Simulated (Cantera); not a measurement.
Charge: 1 mol Ca(OH)₂, 0.22 mol C, 0.036 mol CO₂, at 16.0 mbar.

Method: chemical equilibrium by Gibbs-energy minimisation in Cantera with the NASA 1993 tables (ideal gas, pure condensed phases). Candidate condensed phases: C, C₆H₆, C₇H₈, C₈H₁₈, Ca, CaCO₃, CaO, Ca(OH)₂, H₂O; 115 gas species. Kinetics and transport are ignored.

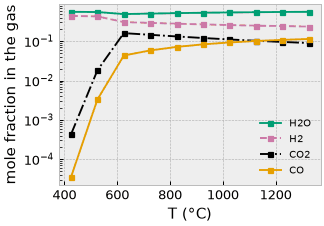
Fig. 1. Equilibrium gas composition (values under 1e-9 drawn at 1e-9)

Read off the mole fractions at 925 °C.

H₂O about 0.53, H₂ about 0.27, CO₂ about 0.12, CO about 0.083.
